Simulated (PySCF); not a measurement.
Vertical excitations of a molecule C2H6O2Si from TDA-ωB97X/def2-SVPD run with PySCF, as energy in eV (oscillator strength): 5.18 (0.004), 7.83 (0.100), 8.01 (0.021), 8.19 (0.000), 8.53 (0.004), 8.70 (0.013), 8.78 (0.193), 8.98 (0.224), 9.05 (0.004), 9.15 (0.009). Lowest triplet (TDA): 4.50 eV. Geometry: B3LYP-D3(BJ)/def2-SVP. Other conformers were not sampled.

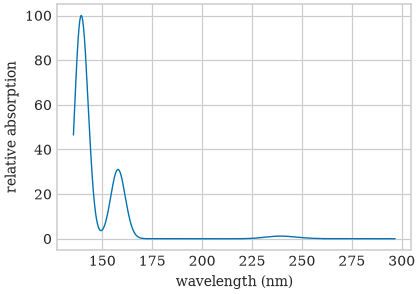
Figure: The lines broadened by 0.4 eV.

Which molecule gave these data?
A) C=CO[SiH2]O
B) CC(=O)[SiH2]O
C) O=CC[SiH2]O
D) C[SiH2]C(=O)O

D, C[SiH2]C(=O)O
